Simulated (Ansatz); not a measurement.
**HF (SMILES F): levels of theory compared**

Wanted: a comparison of 6 runs (PBE/cc-pVDZ, UPBE0/cc-pVDZ, r2SCAN/cc-pVDZ, wB97M-V/cc-pVDZ, wB97X/cc-pVDZ, BCCD(T)/3-21G) of HF. 

Program for the calculation: Ansatz 0.2.0.

57 further runs of the same task are left out: 1 that didn't finish, 56 set aside as unsound or not needed.

### 1 The molecule

HF: 2 atoms, total charge 0, spin state singlet. SMILES: `F`. The H2–F1 distance was set to 2.300 Å, away from the relaxed value.

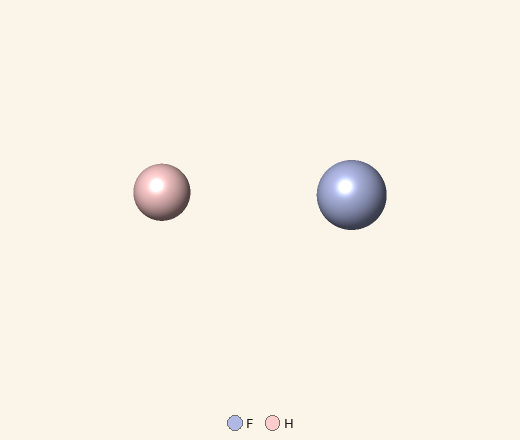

Viewed from a chosen angle; fluorine light blue, hydrogen pink.

### 2 The energy at PBE/cc-pVDZ (run 1)

File input.yaml:

```yaml
crystal:
  periodic: [false, false, false]
  atoms:
    - {symbol: F, position_ang: [-1.559998, 0.578399, -0.785599]}
    - {symbol: H, position_ang: [0.390000, -0.144600, 0.196400]}
basis:
  gaussian:
    orbitals: cc-pVDZ
total_charge: 0
hamiltonian:
  xc: {name: PBE}
accuracy: high
```

On the command line:

```
$ ansatz run input.yaml --threads 1 --pin off --max-ram 2610MiB --events-out events.jsonl --progress --plain --runs-dir runs
```

What it wrote:

```text
Warning: RAYON_NUM_THREADS=1 ignored (pool sized by the plan → 1); use --threads N
Functional definition: PBE
  name "PBE"
  parameter kappa = 0.804
  parameter beta = 0.06672455060314922
  exchange = pbe_x(kappa = kappa, mu = beta*pi^2/3)
  correlation = pbe_c(beta = beta)
286 factors; integrals over basis functions are off by at most 2.1e-9 eV
mean field evaluation 1: about -2716.3390 eV, gradient 5.0e1 eV
mean field evaluation 2: about -2676.4995 eV, gradient 1.4e2 eV
mean field evaluation 4: about -2719.2277 eV, gradient 3.6e1 eV
mean field evaluation 8: about -2723.1518 eV, gradient 2.0e1 eV
mean field evaluation 16: about -2724.3865 eV, gradient 5.3e-6 eV
mean field -2724.38654778 eV, -100.1193589754 hartree, gradient 2.3e-8 eV, S^2 0.000000; 0 other end points of the search recorded, 0 dependent functions left out
reference -2724.38654929 eV, -100.1193590309 hartree; 5, 5 occupied and 14, 14 virtual orbitals, 286 factors
Total energy: -2724.38654929 eV, -100.1193590309 hartree
```

Wall time 0.26 s (1 thread of Arm Neoverse V2, shared host).

### 3 The energy at UPBE0/cc-pVDZ (run 2)

File molecule.yaml:

```yaml
crystal:
  periodic: [false, false, false]
  atoms:
    - symbol: F
      position_ang: [-1.559998, 0.578399, -0.785599]
    - symbol: H
      position_ang: [0.390000, -0.144600, 0.196400]
basis:
  gaussian:
    orbitals: cc-pVDZ
magnetization:
  spin_polarized: true
  initial_magnetization: 0
hamiltonian:
  xc: {name: PBE0}
accuracy: high
```

On the command line:

```
$ ansatz run molecule.yaml --threads 1 --pin off --max-ram 2610MiB --events-out events.jsonl --progress --plain --runs-dir runs
```

What it wrote:

```text
Warning: RAYON_NUM_THREADS=1 ignored (pool sized by the plan → 1); use --threads N
Functional definition: PBE0
  name "PBE0"
  parameter a = 0.25
[... 2 set-up lines as earlier in the session ...]
  exchange = (1 - a)*pbe_x(kappa = kappa, mu = beta*pi^2/3) + a*exact_x
[... 1 set-up line as earlier in the session ...]
286 factors; integrals over basis functions are off by at most 2.1e-9 eV
mean field evaluation 1: about -2716.6073 eV, gradient 3.3e1 eV
mean field evaluation 2: about -2685.8059 eV, gradient 8.2e1 eV
mean field evaluation 4: about -2713.9027 eV, gradient 3.8e1 eV
mean field evaluation 8: about -2723.2139 eV, gradient 5.4e0 eV
mean field evaluation 16: about -2724.0922 eV, gradient 2.4e0 eV
mean field evaluation 32: about -2721.9959 eV, gradient 1.2e1 eV
mean field evaluation 64: about -2725.1147 eV, gradient 7.1e-8 eV
mean field -2725.11474005 eV, -100.1461195477 hartree, gradient 2.2e-8 eV, S^2 0.855064; 5 other end points of the search recorded, 0 dependent functions left out
reference -2725.11474139 eV, -100.1461195969 hartree; 5, 5 occupied and 14, 14 virtual orbitals, 286 factors
Total energy: -2725.11474139 eV, -100.1461195969 hartree
```

Wall time 1.4 s (1 thread of Arm Neoverse V2, shared host).

Runs 3 to 5 aren't shown in full; the table further down has their settings and results.

### 4 The energy at BCCD(T)/3-21G (run 6)

File run.yaml:

```yaml
crystal:
  periodic: [false, false, false]
  atoms:
    - {symbol: F, position_ang: [-1.559998, 0.578399, -0.785599]}
    - {symbol: H, position_ang: [0.390000, -0.144600, 0.196400]}
basis:
  gaussian: {orbitals: 3-21G.json}
correlation: {method: bccd_t, frozen_orbitals: {F: 1, H: 0}}
accuracy: high
scf: {omitted_lower_state_checks: [cluster_reference, increment]}
```

The basis set 3-21G is read from a file made from the Basis Set Exchange's data (not shown).

On the command line:

```
$ ansatz run run.yaml --threads 1 --pin off --max-ram 2610MiB --events-out events.jsonl --progress --plain --runs-dir runs
```

What it wrote:

```text
Warning: RAYON_NUM_THREADS=1 ignored (pool sized by the plan → 1); use --threads N
[... 13 lines left out ...]
1 core orbitals not correlated: weight in the atoms' cores, before any rotation towards them, 1.000 or more for the frozen orbitals, at most 0.000 for the correlated occupied ones
[... 26 lines left out ...]
WARN: these amplitudes may be one of several solutions (largest doubles amplitude 0.67, level shift 10.82 eV)
Total energy: -2705.76898579 eV, -99.4351761917 hartree
Checks for a lower state left out: cluster_reference, increment
```

Wall time 0.16 s (1 thread of Arm Neoverse V2, shared host).

### 5 The series

```csv
run,level,frozen core orbitals,energy (Eh),wall time
1,PBE/cc-pVDZ,–,-100.119359,0.26 s
2,UPBE0/cc-pVDZ,–,-100.146120,1.4 s
3,r2SCAN/cc-pVDZ,–,-100.160082,0.76 s
4,wB97M-V/cc-pVDZ,–,-100.153450,2.5 s
5,wB97X/cc-pVDZ,–,-100.156199,1.1 s
6,BCCD(T)/3-21G,1,-99.435176,0.16 s
```

### 6 Summary of results

```
                                         quantity         value
                              run 6: total energy  -99.43518 Eh
run 6: correlation energy (1 core orbital frozen)    -270.9 mEh
                            run 6: (T) correction    -11.63 mEh
```

In words: Totals of different functionals can't be ranked against each other. In run 6 the log says that unrestricted orbitals would lower the reference, so the values rest on an unstable closed-shell determinant (other closed-shell runs at this shape may share the fault). In runs 1, 3, 4, 5 a closed-shell determinant meets a far-stretched bond, which it describes badly. Spin contamination of the reference: run 2 ⟨S²⟩ = 0.86. Where it is this large, the reference is a mixture of spin states, and values that rest on it are in doubt. All runs together took 6.1 s, the longest 2.5 s.
